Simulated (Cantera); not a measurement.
Feed: 1 mol PbI2, 39 mol H2, equilibrated at 1425 °C.

These are equilibrium values from Cantera (NASA tables, ideal gas, pure condensed phases), not measurements of a reactor. Candidate condensed phases: I2, Pb, PbI2; 10 gas species. The numbers say what is thermodynamically allowed, not how fast it happens.

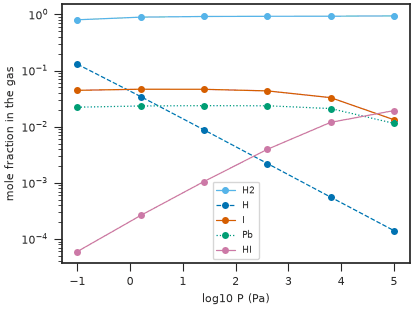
*Equilibrium gas composition (values under 1e-9 drawn at 1e-9)*

Read off the mole fractions at 1.00 bar.

H2 about 0.94, HI about 0.019, I about 0.013, Pb about 0.011, H about 0.00014.
